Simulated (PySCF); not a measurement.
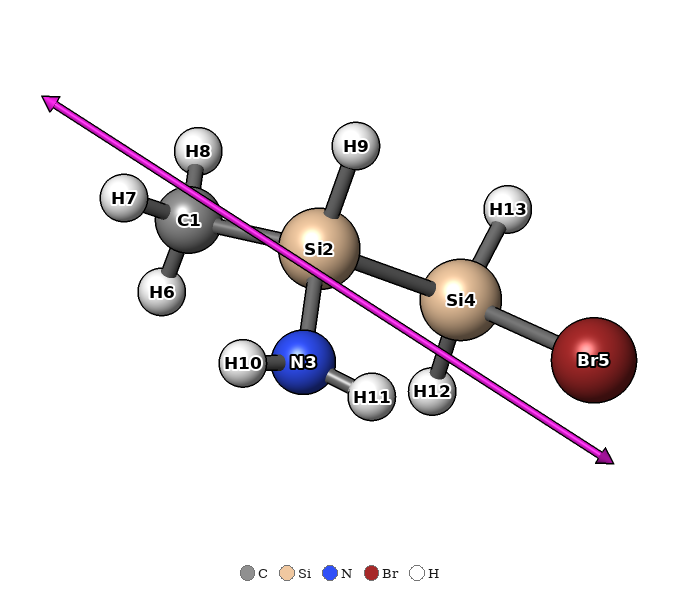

The double arrow shows the direction of the transition dipole to excited singlet state 3 (its length means nothing). The computed structure is the end point of a PBE0-D3(BJ)/def2-SVP optimisation. No frequency run is at hand to confirm it as a minimum. Level of theory: TDDFT PBE0/aug-cc-pVDZ, vertical, gas phase, core orbitals frozen in the response (PySCF 2.14.0).

Question. How is the transition polarised?

Answer. Close to the long direction C1···Br5.

Question. Give its energy, strength and character.

Answer. 5.94 eV (209 nm), oscillator strength 0.036, mainly HOMO−1 → LUMO (weight 0.74); transition dipole 1.26 D.
